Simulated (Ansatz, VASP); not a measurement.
# Cross-check of SiC (Moissanite) between VASP and Ansatz, part 2 of 2

Aim: how closely do two programs agree when they are given the same cell, functional and k mesh?

VASP 6.6.1 and Ansatz 0.2.0.

So far. Step 3 (VASP: band structure, LDA): The run ends at a pressure of -3.68 GPa, with forces up to 0.73 eV/Å.

## 4. Comparison

Known differences besides the PAW data sets themselves: the two LDA forms differ slightly; the cutoff is 420 eV in Ansatz and 460 eV in VASP; Ansatz makes its cores anew for this functional, VASP keeps those of its LDA data sets. Total energies have different zeros and are not compared.

Compared:

```csv
quantity,Ansatz,VASP,difference
pressure (GPa),-3.98,-3.68,-0.31
gap over the path points (eV),2.212,2.199,+0.013
```

Forces (eV/Å; atoms numbered as in POSCAR):

```csv
atom,"Ansatz x, y, z","VASP x, y, z"
Si1,"0.000, 0.000, 0.730","0.000, 0.000, 0.733"
Si2,"0.000, 0.000, 0.730","0.000, 0.000, 0.733"
C3,"0.000, 0.000, -0.730","0.000, 0.000, -0.733"
C4,"0.000, 0.000, -0.730","0.000, 0.000, -0.733"
```

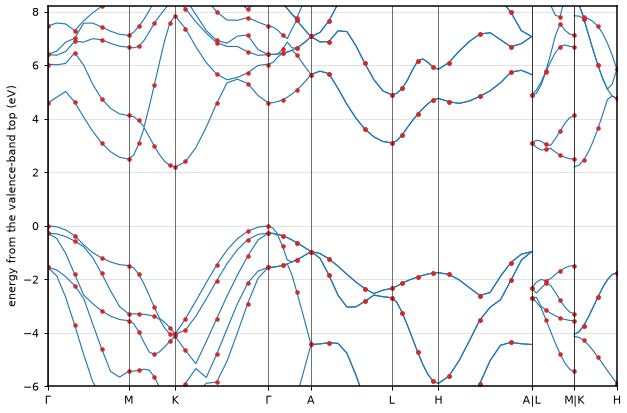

Bands from VASP (lines) and levels from Ansatz (dots). Dots without a line are higher empty bands that the VASP plot leaves out.

Levels at points of the path, from each program's valence-band top (eV; 4 filled, then empty):

```csv
k (reciprocal lattice),Ansatz,VASP
0.000 0.000 0.000,-1.55 -0.27 -0.27 0.00 4.58 6.02 6.41,-1.55 -0.27 -0.27 0.00 4.59 6.04 6.40
0.167 0.000 0.000,-2.23 -1.81 -0.57 -0.37 4.62 6.46 6.89,-2.23 -1.81 -0.57 -0.37 4.62 6.47 6.89
0.333 0.000 0.000,-4.59 -3.18 -1.78 -1.20 3.10 4.75 6.94,-4.59 -3.17 -1.78 -1.20 3.10 4.75 6.95
0.500 0.000 0.000,-5.44 -3.54 -3.28 -1.49 2.50 4.12 6.66,-5.44 -3.54 -3.29 -1.48 2.49 4.12 6.67
0.463 0.074 0.000,-5.39 -3.96 -3.29 -1.82 3.08 3.94 6.70,-5.39 -3.96 -3.29 -1.82 3.07 3.93 6.71
0.407 0.185 0.000,-5.65 -4.81 -3.39 -3.05 2.98 5.28 7.57,-5.65 -4.81 -3.39 -3.05 2.97 5.27 7.56
0.352 0.296 0.000,-6.31 -4.30 -4.05 -3.80 2.26 7.59 8.33,-6.30 -4.30 -4.05 -3.81 2.25 7.59 8.33
0.333 0.333 0.000,-6.48 -4.13 -4.05 -4.05 2.21 7.85 8.54,-6.47 -4.13 -4.05 -4.05 2.20 7.84 8.54
0.296 0.296 0.000,-5.89 -4.66 -3.90 -3.46 2.41 7.37 8.12,-5.88 -4.66 -3.90 -3.46 2.39 7.37 8.12
0.185 0.185 0.000,-4.81 -3.48 -2.06 -1.47 4.58 5.67 6.84,-4.81 -3.48 -2.06 -1.47 4.57 5.67 6.85
```

The forces differ by 1.2 meV/Å r.m.s., which is 0.3 % of the r.m.s. force of 0.42 eV/Å (both taken over all components). Among the levels compared (up to four filled and three empty ones at each point), filled levels agree within 9 meV and empty ones within 17 meV. Ansatz's pressure holds a Pulay correction of 0.39 GPa; VASP's holds none.

## 5. Ansatz: band structure, PBE

Levels along a path test the potential and the projectors away from the mesh points.

Contents of input.yaml:

```yaml
crystal:
  lattice:
    - [3.076, 0.0, 0.0]
    - [-1.538, 2.663894142, 0.0]
    - [0.0, 0.0, 5.048]
  atoms:
    - { symbol: Si, position: [0.6666666667, 0.3333333333, 0.5] }
    - { symbol: Si, position: [0.3333333333, 0.6666666667, 0.0] }
    - { symbol: C, position: [0.6666666667, 0.3333333333, 0.885] }
    - { symbol: C, position: [0.3333333333, 0.6666666667, 0.385] }
hamiltonian:
  xc: pbe
  pseudopotentials: { kind: paw }
kpoints:
  mp_grid: { grid: [8, 8, 4] }
  band_path:
    path:
      - [0.0, 0.0, 0.0]
      - [0.16667, 0.0, 0.0]
      - [0.33333, 0.0, 0.0]
      - [0.5, 0.0, 0.0]
      - [0.46296, 0.07407, 0.0]
      - [0.40741, 0.18519, 0.0]
      - [0.35185, 0.2963, 0.0]
      - [0.33333, 0.33333, 0.0]
      - [0.2963, 0.2963, 0.0]
      - [0.18519, 0.18519, 0.0]
      - [0.07407, 0.07407, 0.0]
      - [0.0, 0.0, 0.0]
      - [0.0, 0.0, 0.16667]
      - [0.0, 0.0, 0.33333]
      - [0.0, 0.0, 0.5]
      - [0.11111, 0.0, 0.5]
      - [0.33333, 0.0, 0.5]
      - [0.5, 0.0, 0.5]
      - [0.46296, 0.07407, 0.5]
      - [0.40741, 0.18519, 0.5]
      - [0.35185, 0.2963, 0.5]
      - [0.2963, 0.2963, 0.5]
      - [0.18519, 0.18519, 0.5]
      - [0.07407, 0.07407, 0.5]
      - [0.5, 0.0, 0.5]
      - [0.5, 0.0, 0.33333]
      - [0.5, 0.0, 0.16667]
      - [0.5, 0.0, 0.0]
      - [0.33333, 0.33333, 0.11111]
      - [0.33333, 0.33333, 0.27778]
      - [0.33333, 0.33333, 0.5]
    npoints: 1
scf:
  occupations: { method: gaussian, width: 0.03 }
  n_extra_bands: 8
output:
  forces: true
  stress: true
  eigenvalues: true
```

Run with:

```console
> ansatz run input.yaml --threads 2 --pin off --max-ram 4608MiB --backend cpu --events-out ev --progress --plain --runs-dir out
```

Numbers of over 12 decimals in the logs are rounded to 6 here.

Output:

```text
[...]
Crystal: 4 atoms, lattice volume = 41.364 Å³
Basis set: ecut = 420 eV, 785 PW (Γ), exchange–correlation on 48×48×72 points (8 copies of the dense FFT grid, shifted against one another)
Bands: 16, of which v1, the nominal top of the filled ones, is band 8 counted from 1 (7 counted from 0)
Symmetry: 12 space group operations
[...]
k-points: 30 of 256 (time reversal used)
[...]
k-point 0: bands = [... 4 lower, 8.2270, 9.5070, 9.5070, 9.7838, 14.4014, 15.7944, 16.2903, 16.2903, ... 4 higher]
  k-point 1: bands = [... 4 lower, 8.3911, 8.3911, 9.2927, 9.2927, 14.6820, 16.4089, 16.4089, 16.6276, ... 4 higher]
  k-point 2: bands = [... 4 lower, 8.8168, 8.8168, 8.8168, 8.8168, 15.4880, 15.4880, 16.9537, 16.9537, ... 4 higher]
  k-point 29: bands = [... 4 lower, 4.3334, 4.3334, 7.9726, 7.9726, 14.3685, 14.3685, 16.0402, 16.0402, ... 4 higher]
[key lines of the parts left out:]
SCF converged after 6 iterations
Free energy (F): -1774.265567 eV
Fermi energy:    11.073701 eV
P = ⅓ Tr σ = 3.6920 GPa (36.920 kbar)
```

Elapsed: 1.3 s, on 2 threads of Arm Neoverse V2, shared host; peak memory 0.29 GiB.

## 6. VASP: band structure, PBE

The same cell, functional, mesh and smearing now go to VASP, with its own data sets and cutoff.

Contents of INCAR:

```
SYSTEM = SiC
PREC = Accurate
ENCUT = 460
EDIFF = 1E-06
NELM = 100
ISMEAR = 0
SIGMA = 0.03
LREAL = .FALSE.
ALGO = Normal
GGA = PE
NBANDS = 22
LORBIT = 11
LWAVE = .FALSE.
LCHARG = .FALSE.
KPAR = 8
LASPH = .TRUE.
```

Contents of POSCAR:

```
SiC
1.0
    3.0760000000      0.0000000000      0.0000000000
   -1.5380000000      2.6638941420      0.0000000000
    0.0000000000      0.0000000000      5.0480000000
Si C
2 2
Direct
    0.6666666667      0.3333333333      0.5000000000
    0.3333333333      0.6666666667      0.0000000000
    0.6666666667      0.3333333333      0.8850000000
    0.3333333333      0.6666666667      0.3850000000
```

Contents of KPOINTS:

```
Automatic mesh
0
Gamma
8 8 4
0 0 0
```

Contents of KPOINTS_OPT:

```
Line mode
10
Line-mode
Reciprocal
  0.00000000   0.00000000   0.00000000 GAMMA
  0.50000000   0.00000000   0.00000000 M

  0.50000000   0.00000000   0.00000000 M
  0.33333333   0.33333333   0.00000000 K

  0.33333333   0.33333333   0.00000000 K
  0.00000000   0.00000000   0.00000000 GAMMA

  0.00000000   0.00000000   0.00000000 GAMMA
  0.00000000   0.00000000   0.50000000 A

  0.00000000   0.00000000   0.50000000 A
  0.50000000   0.00000000   0.50000000 L

  0.50000000   0.00000000   0.50000000 L
  0.33333333   0.33333333   0.50000000 H

  0.33333333   0.33333333   0.50000000 H
  0.00000000   0.00000000   0.50000000 A

  0.50000000   0.00000000   0.50000000 L
  0.50000000   0.00000000   0.00000000 M

  0.33333333   0.33333333   0.00000000 K
  0.33333333   0.33333333   0.50000000 H
```

Potentials, in the order of the species: Si and C (PBE family, release 64).

Run with:

```console
> mpirun -np 8 vasp_std
```

Output:

```text
[banner, memory and clock lines left out]
running    8 mpi-ranks, on    1 nodes
[...]
[... a notice as in an earlier step ...]

 LDA part: xc-table for (Slater+PW92), standard interpolation
 POSCAR, INCAR and KPOINTS ok, starting setup
[...]
entering main loop
       N       E                     dE             d eps       ncg     rms          rms(c)
DAV:   1     0.187850818355E+02    0.18785E+02   -0.62710E+03  1320   0.591E+02
DAV:   2    -0.319757777517E+02   -0.50761E+02   -0.47936E+02  1724   0.130E+02
DAV:   3    -0.338022218768E+02   -0.18264E+01   -0.18126E+01  1666   0.206E+01
DAV:   4    -0.338110773332E+02   -0.88555E-02   -0.88542E-02  1554   0.177E+00
[...]
DAV:  10    -0.300705145570E+02   -0.32465E-03   -0.88530E-04  1478   0.135E-01    0.548E-02
DAV:  11    -0.300705350876E+02   -0.20531E-04   -0.42173E-05  1646   0.377E-02    0.194E-02
DAV:  12    -0.300705356264E+02   -0.53884E-06   -0.73146E-06  1612   0.136E-02
   1 F= -.30070536E+02 E0= -.30070536E+02  d E =-.790332E-21
 Start KPOINTS_OPT (optional k-point list driver)
k-point batch [1-30\90]
       N       E                     dE             ncg
DAV:   1     0.253481435083E+04   -0.10028E+05     1320
DAV:   2     0.113575037254E+04   -0.13991E+04     1726
DAV:   3     0.108369261914E+04   -0.52058E+02     1656
DAV:   4     0.108344016344E+04   -0.25246E+00     1508
DAV:   5     0.108343862932E+04   -0.15341E-02     1638
DAV:   6     0.108343861572E+04   -0.13604E-04     1550
DAV:   7     0.108343861560E+04   -0.12275E-06     1452
[...]
k-point batch [61-90\90]
       N       E                     dE             ncg
DAV:   1     0.241704263145E+04   -0.14634E+05     1320
DAV:   2     0.102937517972E+04   -0.13877E+04     1740
DAV:   3     0.981600397670E+03   -0.47775E+02     1656
DAV:   4     0.981376615658E+03   -0.22378E+00     1562
DAV:   5     0.981375412376E+03   -0.12033E-02     1660
DAV:   6     0.981375402767E+03   -0.96086E-05     1574
DAV:   7     0.981375402687E+03   -0.79583E-07     1428
```

Parts of OUTCAR (step 6):

```text
  Total        1.3286452      1.3286452      0.0728347      0.0000000      0.0000000      0.0000000
  in kB       51.4632225     51.4632225      2.8211510      0.0000000      0.0000000      0.0000000
  external PRESSURE =      35.2491987 kB  Pullay stress =       0.0000000 kB

 POSITION                                       TOTAL-FORCE (eV/Angst)
 -----------------------------------------------------------------------------------
      1.53800      0.88796      2.52400        -0.000000      0.000000      0.751123
     -0.00000      1.77593      0.00000         0.000000      0.000000      0.751123
      1.53800      0.88796      4.46748        -0.000000      0.000000     -0.751123
     -0.00000      1.77593      1.94348         0.000000     -0.000000     -0.751123
 -----------------------------------------------------------------------------------
    total drift:                                0.000000      0.000000     -0.000768

  FREE ENERGIE OF THE ION-ELECTRON SYSTEM (eV)
  ---------------------------------------------------
  free  energy   TOTEN  =       -30.0705356264 eV

  energy  without entropy=      -30.0705356264  energy(sigma->0) =      -30.07053563

[... 2 parts as in an earlier step ...]

[... 1 further part left out ...]
[key lines of the parts left out:]
E-fermi :   8.5971
```

The run ends at a pressure of 3.52 GPa, with forces up to 0.75 eV/Å.

## 7. Differences

The two programs side by side:

```csv
quantity,Ansatz,VASP,difference
pressure (GPa),3.69,3.52,+0.17
gap over the path points (eV),2.325,2.323,+0.002
```

Forces (eV/Å; atoms numbered as in POSCAR):

```csv
atom,"Ansatz x, y, z","VASP x, y, z"
Si1,"0.000, 0.000, 0.751","0.000, 0.000, 0.751"
Si2,"0.000, 0.000, 0.751","0.000, 0.000, 0.751"
C3,"0.000, 0.000, -0.751","0.000, 0.000, -0.751"
C4,"0.000, 0.000, -0.751","0.000, 0.000, -0.751"
```

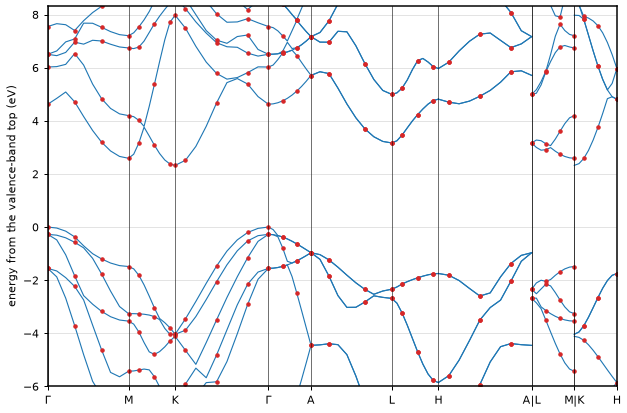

Bands from VASP (lines) and levels from Ansatz (dots). Dots without a line are higher empty bands that the VASP plot leaves out.

Levels at points of the path, from each program's valence-band top (eV; 4 filled, then empty):

```csv
k (reciprocal lattice),Ansatz,VASP
0.000 0.000 0.000,-1.56 -0.28 -0.28 0.00 4.62 6.01 6.51,-1.56 -0.28 -0.28 0.00 4.62 6.03 6.51
0.167 0.000 0.000,-2.24 -1.84 -0.57 -0.37 4.71 6.53 6.96,-2.23 -1.84 -0.57 -0.37 4.71 6.53 6.96
0.333 0.000 0.000,-4.63 -3.18 -1.77 -1.20 3.20 4.83 7.00,-4.62 -3.17 -1.77 -1.20 3.20 4.83 7.00
0.500 0.000 0.000,-5.43 -3.54 -3.26 -1.49 2.59 4.20 6.74,-5.43 -3.54 -3.26 -1.49 2.59 4.20 6.74
0.463 0.074 0.000,-5.38 -3.95 -3.27 -1.82 3.17 4.02 6.77,-5.38 -3.95 -3.27 -1.82 3.17 4.02 6.78
0.407 0.185 0.000,-5.64 -4.79 -3.37 -3.05 3.08 5.37 7.65,-5.64 -4.79 -3.37 -3.04 3.08 5.37 7.66
0.352 0.296 0.000,-6.34 -4.29 -4.04 -3.79 2.38 7.71 8.43,-6.33 -4.29 -4.04 -3.79 2.37 7.71 8.44
0.333 0.333 0.000,-6.50 -4.12 -4.04 -4.04 2.33 7.97 8.64,-6.50 -4.12 -4.04 -4.04 2.32 7.98 8.64
0.296 0.296 0.000,-5.91 -4.64 -3.89 -3.45 2.52 7.49 8.22,-5.91 -4.64 -3.88 -3.45 2.52 7.49 8.22
0.185 0.185 0.000,-4.82 -3.50 -2.06 -1.47 4.67 5.78 6.94,-4.82 -3.49 -2.06 -1.47 4.67 5.78 6.94
```

The forces differ by 0.3 meV/Å r.m.s., which is 0.1 % of the r.m.s. force of 0.43 eV/Å (both taken over all components). Among the levels compared (up to four filled and three empty ones at each point), filled levels agree within 4 meV and empty ones within 15 meV. Ansatz's pressure holds a Pulay correction of 0.29 GPa; VASP's holds none.

## 8. VASP: band structure, r2SCAN

Levels along a path test the potential and the projectors away from the mesh points.

INCAR: that of step 6 with these lines changed.

```diff
@@ -9,3 +9,4 @@
 ALGO = Normal
-GGA = PE
+METAGGA = R2SCAN
+LASPH = .TRUE.
 NBANDS = 22
@@ -15,2 +16 @@
 KPAR = 8
-LASPH = .TRUE.
```

POSCAR is that of step 6.

KPOINTS is that of step 6.

KPOINTS_OPT is that of step 6.

Run with:

```console
> mpirun -np 8 vasp_std
```

Output:

```text
[banner, memory and clock lines left out]
running    8 mpi-ranks, on    1 nodes
[...]
[... a notice as in an earlier step ...]

|                                                                             |
|               ----> ADVICE to this user running VASP <----                  |
|                                                                             |
|     You enforced a specific xc type in the INCAR file but a different       |
|     [... a line on the potential file left out ...]
|     I HOPE YOU KNOW WHAT YOU ARE DOING!                                     |
|                                                                             |

 LDA part: xc-table for (None), standard interpolation
 POSCAR, INCAR and KPOINTS ok, starting setup
[...]
entering main loop
       N       E                     dE             d eps       ncg     rms          rms(c)
DAV:   1     0.937972445288E+01    0.93797E+01   -0.64758E+03  1320   0.611E+02
DAV:   2    -0.427778174424E+02   -0.52158E+02   -0.49247E+02  1708   0.134E+02
[...]
DAV:  10    -0.386053308304E+02   -0.25061E-03   -0.37614E-04  1528   0.983E-02    0.368E-02
DAV:  11    -0.386053332274E+02   -0.23970E-05   -0.17623E-05  1644   0.311E-02    0.673E-03
DAV:  12    -0.386053327896E+02    0.43781E-06   -0.33173E-06  1560   0.941E-03
   1 F= -.38605333E+02 E0= -.38605333E+02  d E =-.846855E-13
 Start KPOINTS_OPT (optional k-point list driver)
k-point batch [1-30\90]
       N       E                     dE             ncg
DAV:   1     0.240642767315E+04   -0.10157E+05     1320
DAV:   2     0.941640115778E+03   -0.14648E+04     1718
DAV:   3     0.888587479906E+03   -0.53053E+02     1656
DAV:   4     0.888339716932E+03   -0.24776E+00     1494
DAV:   5     0.888338261054E+03   -0.14559E-02     1638
DAV:   6     0.888338248543E+03   -0.12512E-04     1540
DAV:   7     0.888338248431E+03   -0.11145E-06     1446
[...]
k-point batch [61-90\90]
       N       E                     dE             ncg
DAV:   1     0.228226421116E+04   -0.14769E+05     1320
DAV:   2     0.830061639706E+03   -0.14522E+04     1726
DAV:   3     0.781090951305E+03   -0.48971E+02     1650
DAV:   4     0.780868175434E+03   -0.22278E+00     1582
DAV:   5     0.780866997468E+03   -0.11780E-02     1664
DAV:   6     0.780866988287E+03   -0.91811E-05     1572
DAV:   7     0.780866988214E+03   -0.73050E-07     1418
```

Parts of OUTCAR (step 8):

```text
  Total        0.3414258      0.3414258     -0.7177614      0.0000000      0.0000000      0.0000000
  in kB       13.2246516     13.2246516    -27.8014894      0.0000000      0.0000000      0.0000000
  external PRESSURE =      -0.4507287 kB  Pullay stress =       0.0000000 kB

 POSITION                                       TOTAL-FORCE (eV/Angst)
 -----------------------------------------------------------------------------------
      1.53800      0.88796      2.52400         0.000000      0.000000      0.769865
     -0.00000      1.77593      0.00000        -0.000000     -0.000000      0.769865
      1.53800      0.88796      4.46748         0.000000     -0.000000     -0.769865
     -0.00000      1.77593      1.94348        -0.000000     -0.000000     -0.769865
 -----------------------------------------------------------------------------------
    total drift:                               -0.000000      0.000000      0.001293

  FREE ENERGIE OF THE ION-ELECTRON SYSTEM (eV)
  ---------------------------------------------------
  free  energy   TOTEN  =       -38.6053327896 eV

  energy  without entropy=      -38.6053327896  energy(sigma->0) =      -38.60533279

[... 2 parts as in an earlier step ...]

[... 1 further part left out ...]
[key lines of the parts left out:]
E-fermi :   8.4409
```

The run ends at a pressure of -0.05 GPa, with forces up to 0.77 eV/Å.

## 9. Ansatz: band structure, r2SCAN

The same cell, functional, mesh and smearing now go to Ansatz, which takes its cutoff from its data sets.

input.yaml: that of step 5 with these lines changed.

```diff
@@ -11,3 +11,3 @@
 hamiltonian:
-  xc: pbe
+  xc: r2scan
   pseudopotentials: { kind: paw }
```

Run with:

```console
> ansatz run input.yaml --threads 2 --pin off --max-ram 4608MiB --backend cpu --events-out ev --progress --plain --runs-dir out
```

Output:

```text
[...]
Crystal: 4 atoms, lattice volume = 41.364 Å³
Basis set: ecut = 500 eV, 1099 PW (Γ), exchange–correlation on 96×96×160 points (64 copies of the dense FFT grid, shifted against one another)
Bands: 16, of which v1, the nominal top of the filled ones, is band 8 counted from 1 (7 counted from 0)
Symmetry: 12 space group operations
[...]
k-points: 30 of 256 (time reversal used)
[...]
k-point 0: bands = [... 4 lower, 8.0405, 9.3874, 9.3874, 9.6849, 14.8510, 16.2292, 16.6955, 16.6955, ... 4 higher]
  k-point 1: bands = [... 4 lower, 8.2132, 8.2132, 9.1621, 9.1621, 15.1407, 16.8122, 16.8122, 17.1173, ... 4 higher]
  k-point 2: bands = [... 4 lower, 8.6614, 8.6614, 8.6614, 8.6614, 15.9679, 15.9679, 17.3745, 17.3745, ... 4 higher]
  k-point 29: bands = [... 4 lower, 4.0401, 4.0401, 7.7828, 7.7828, 14.7477, 14.7477, 16.4980, 16.4980, ... 4 higher]
[key lines of the parts left out:]
SCF converged after 7 iterations
Free energy (F): -1782.614402 eV
Fermi energy:    11.160862 eV
P = ⅓ Tr σ = 0.1867 GPa (1.867 kbar)
```

Wall time 3.4 s (2 threads); peak memory 0.39 GiB; 5.7 s of CPU time.

## 10. Side by side

What differs besides the data sets and the points named for the pairs above, as far as they apply: VASP keeps PBE cores, Ansatz makes them for the functional; the cutoff is 500 eV in Ansatz and 460 eV in VASP. Total energies have different zeros and are not compared.

The two programs side by side:

```csv
quantity,Ansatz,VASP,difference
pressure (GPa),0.19,-0.05,+0.23
gap over the path points (eV),2.692,2.700,-0.007
```

Forces (eV/Å; atoms numbered as in POSCAR):

```csv
atom,"Ansatz x, y, z","VASP x, y, z"
Si1,"0.000, 0.000, 0.771","0.000, 0.000, 0.770"
Si2,"0.000, 0.000, 0.771","0.000, 0.000, 0.770"
C3,"0.000, 0.000, -0.771","0.000, 0.000, -0.770"
C4,"0.000, 0.000, -0.771","0.000, 0.000, -0.770"
```

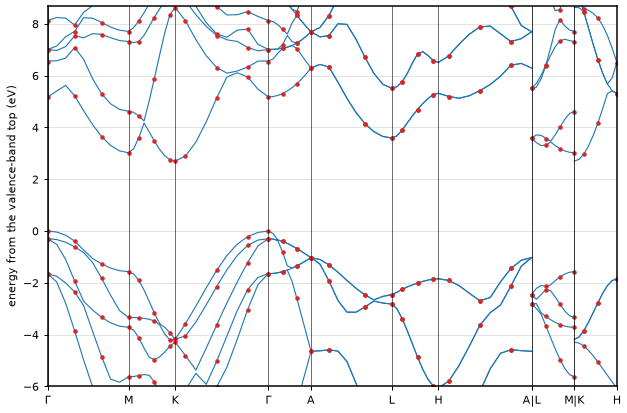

Bands from VASP (lines) and levels from Ansatz (dots). Dots without a line are higher empty bands that the VASP plot leaves out.

Levels at points of the path, from each program's valence-band top (eV; 4 filled, then empty):

```csv
k (reciprocal lattice),Ansatz,VASP
0.000 0.000 0.000,-1.64 -0.30 -0.30 0.00 5.17 6.54 7.01,-1.65 -0.30 -0.30 0.00 5.18 6.57 7.01
0.167 0.000 0.000,-2.35 -1.93 -0.61 -0.39 5.21 7.08 7.52,-2.35 -1.93 -0.61 -0.39 5.22 7.09 7.54
0.333 0.000 0.000,-4.85 -3.33 -1.82 -1.27 3.64 5.29 7.58,-4.85 -3.33 -1.82 -1.27 3.65 5.30 7.59
0.500 0.000 0.000,-5.63 -3.72 -3.34 -1.57 3.02 4.62 7.30,-5.63 -3.72 -3.34 -1.57 3.02 4.63 7.32
0.463 0.074 0.000,-5.58 -4.12 -3.35 -1.91 3.60 4.43 7.31,-5.58 -4.12 -3.35 -1.91 3.61 4.44 7.32
0.407 0.185 0.000,-5.83 -4.97 -3.47 -3.18 3.46 5.89 8.25,-5.83 -4.97 -3.47 -3.18 3.47 5.90 8.26
0.352 0.296 0.000,-6.58 -4.44 -4.21 -3.93 2.74 8.35 9.10,-6.58 -4.45 -4.21 -3.93 2.75 8.36 9.12
0.333 0.333 0.000,-6.75 -4.29 -4.18 -4.18 2.69 8.62 9.33,-6.75 -4.29 -4.18 -4.18 2.70 8.63 9.35
0.296 0.296 0.000,-6.14 -4.81 -4.05 -3.58 2.89 8.11 8.88,-6.14 -4.81 -4.05 -3.58 2.90 8.12 8.89
0.185 0.185 0.000,-5.04 -3.64 -2.15 -1.52 5.12 6.32 7.55,-5.04 -3.64 -2.15 -1.52 5.13 6.32 7.56
```

The forces differ by 0.5 meV/Å r.m.s., which is 0.1 % of the r.m.s. force of 0.44 eV/Å (both taken over all components). Among the levels compared (up to four filled and three empty ones at each point), filled levels agree within 2 meV and empty ones within 23 meV.

## 11. Outcome

* difference in gap over the path points (band structure, LDA): 0.013 eV
* difference in gap over the path points (band structure, PBE): 0.0022 eV
* difference in gap over the path points (band structure, r2SCAN): -0.0074 eV

In words: The difference in gap over the path points is 0.013 eV (band structure, LDA), within the 0.08 eV picked in this series as the mark of a large difference. 2 further runs on this material are not shown. How closely two codes agree says nothing of how well the functional describes the real material.

[Lines on the potential files, build, host, timing and source positions are cut from VASP's logs without a mark.]

[Logs are printed without paths, hosts, clocks, repeated set-up lines and the standing remarks that a program may print on its own settings, such as how far it seeks lower states.]

[Hosts, paths, dates, database ids (printed as entryN), source tags and the programs' standing remarks are cut or masked in the printed files.]
